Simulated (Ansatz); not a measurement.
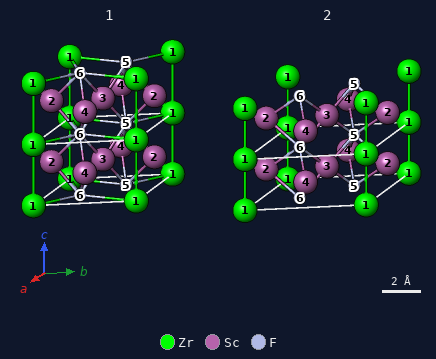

Two geometries of a crystal of ZrSc3F2 (a generated structure, set up in P6/mmm) (coarse preliminary run), drawn at one scale. One is the start of a relaxation, the other its converged end. Style: ball-and-stick. Shown: the cell of the calculation, repeated 1 × 1 × 2 with one cell outlined, slightly off an axis.

Level of theory: Ansatz, DFT PBE, scalar-relativistic, plane waves, PAW. Set-up: plane-wave cutoff 420 eV; k-point mesh 6 × 6 × 6; occupations gaussian; smearing width 0.1 eV; no spin polarisation; cell and atoms relaxed; force threshold 0.04 eV/Å; at most 70 steps.

Which of the two is the end point?

Answer. Structure 2 is the relaxed one. The atoms keep their places relative to the cell (all moves are under 0.005 Å). The volume changes by +16.0 %, with a = b 5.549 → 6.541 Å (+17.9 %), c 3.379 → 2.821 Å (−16.5 %). Near-neighbour distances that change, for instance: Zr1–F5 3.204 → 3.777 Å, Zr1–Zr1 3.379 → 2.821 Å, Sc2–Sc2 3.379 → 2.821 Å, Sc2–Sc3 2.774 → 3.271 Å. Among the angles between lasting bonds that change: F5–Sc2–F6 87.0° → 106.5°, F5–Sc2–F5 93.0° → 73.5°, Sc2–F6–Sc2 93.0° → 73.5°. The space group stays P6/mmm (No. 191). After 8 accepted moves (10 points after the start) the energy has fallen by 419 meV per atom. All forces vanish by symmetry, so only the cell relaxes. The pressure goes from 16.61 to −0.04 GPa. At 2 points the geometry stayed and the basis and grid were re-selected for the new cell (energy shift of 40.7 meV per atom at most each time). Cost: 67 s on 1 thread of Arm Neoverse V2, on a shared host, peak memory 0.43 GiB.
